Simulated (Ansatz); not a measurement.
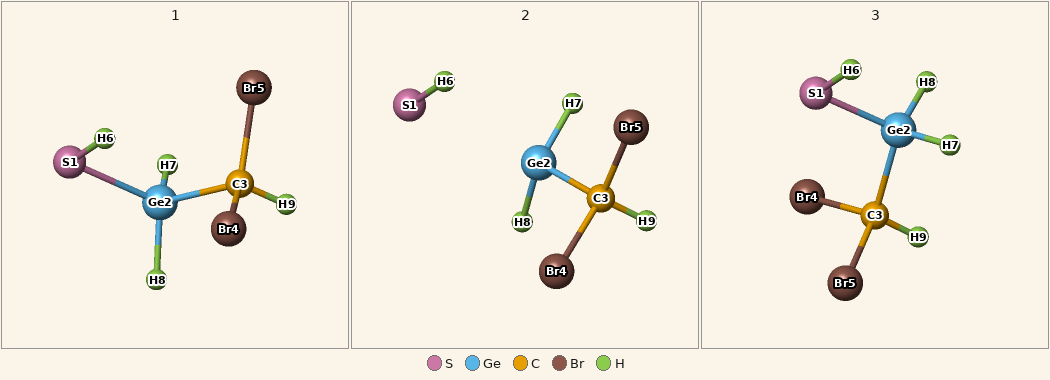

CH4Br2GeS, SMILES [SH][GeH2][CH](Br)Br. The first coordinate is: bond length S1–Ge2; the second: dihedral H6–S1–Ge2–C3. Nothing is relaxed (all other coordinates rigid). The grid has 9 × 10 points. Points are written as (first, second). Energies: kcal/mol, counted from the lowest grid point. The reference is spin-restricted, which grows unreliable where a bond is stretched far. Level of theory: Ansatz, RKS PBE0-D4/def2-SVP.

The numbered pictures are structures from this grid.

### Which is the most stable, and how do the others follow?

1, at (2.188 Å, 0°): 1.6 kcal/mol; 3, at (2.001 Å, 144°): 13 kcal/mol; 2, at (3.128 Å, 36°): 50 kcal/mol.

The map, with the structures marked:

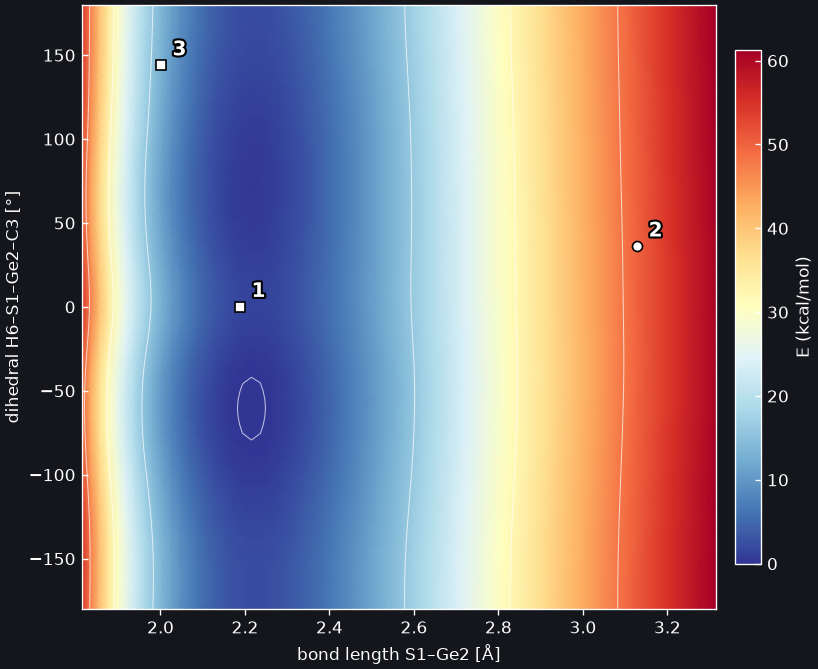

Drawn: a smooth colour map with a few white contour lines. Between grid points the surface is interpolated.
